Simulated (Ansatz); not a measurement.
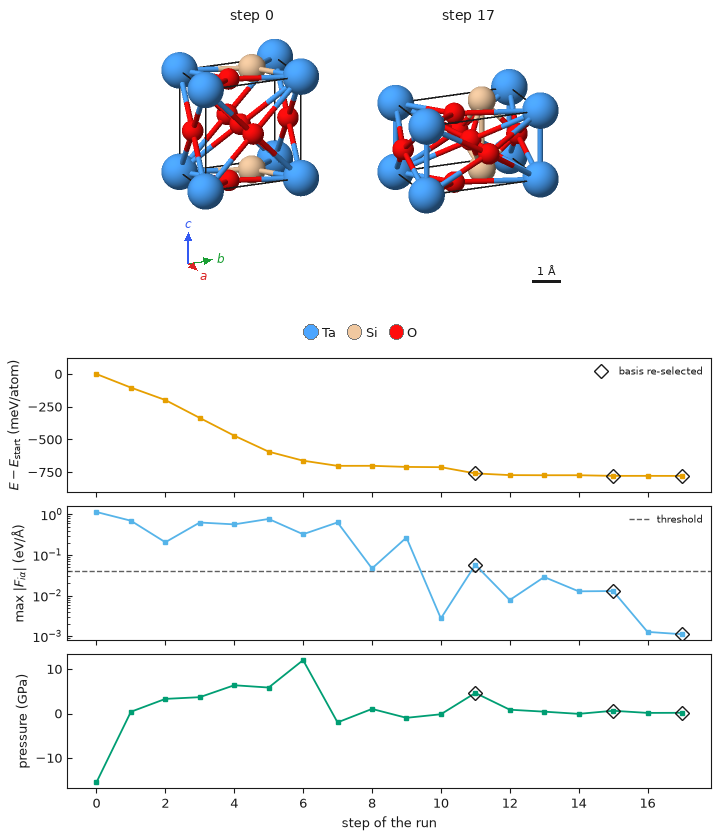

First and last geometry of a relaxation of a crystal of TaSiO₄ (a generated structure, set up in P-6m2) (coarse preliminary run), with the history of the run. Style: ball-and-stick. Shown: the cell of the calculation, slightly off an axis.

Computed with DFT PBE, scalar-relativistic, plane waves, PAW in Ansatz. Settings: plane-wave cutoff 420 eV; k-point mesh 6 × 6 × 6; occupations gaussian; smearing width 0.1 eV; no spin polarisation; cell and atoms relaxed; force threshold 0.04 eV/Å; at most 70 steps.

Question: Read the history and describe the run.

Answer: It converged. The largest moves relative to the cell, 0.30 Å, are those of O atoms. Si and Ta stay in place. Cell: a = b 4.638 → 5.538 Å (+19.4 %), c 3.730 → 2.525 Å (−32.3 %). Volume −3.5 %. Some distances before and after: Ta–Ta 3.730 → 2.525 Å, Si–Si 3.730 → 2.525 Å, Si–Ta 2.678 → 3.197 Å, O–Ta 2.678 → 3.197 Å. The space group stays P-6m2 (No. 187). After 14 accepted moves (17 points after the start) the energy has fallen by 778 meV per atom. The largest force component goes from 1.2 to 0.0011 eV/Å. The pressure goes from −15.48 to 0.16 GPa. The SCF was repeated 3 times at an unchanged geometry on a basis and grid sized afresh for the cell, which shifted the energy by 47.6 meV per atom at most.

```csv
step,"E − E(0), meV/atom","largest force component, eV/Å","pressure, GPa","volume, Å³/atom",note
0,0.00,1.1501,-15.48,11.580,
1,-103.41,0.7011,0.40,10.255,
2,-198.41,0.2067,3.29,9.955,
3,-335.25,0.6334,3.68,9.799,
4,-470.74,0.5700,6.36,9.615,
5,-593.01,0.7747,5.85,9.625,
6,-661.86,0.3256,12.02,9.635,
7,-701.30,0.6368,-1.99,10.387,
8,-701.08,0.0468,1.04,10.546,
9,-709.56,0.2698,-0.96,10.516,
10,-711.42,0.0028,-0.17,10.477,
11,-759.06,0.0575,4.63,10.477,"same geometry, new basis"
12,-772.15,0.0078,0.86,10.919,
13,-773.08,0.0288,0.42,11.079,
14,-773.05,0.0128,-0.07,11.095,
15,-777.92,0.0130,0.62,11.095,"same geometry, new basis"
16,-777.84,0.0013,0.14,11.176,
17,-778.25,0.0011,0.16,11.176,"same geometry, new basis"
```

Limits of the set-up: an odd number of electrons was run without spin polarisation, which fails if the electron would localise.
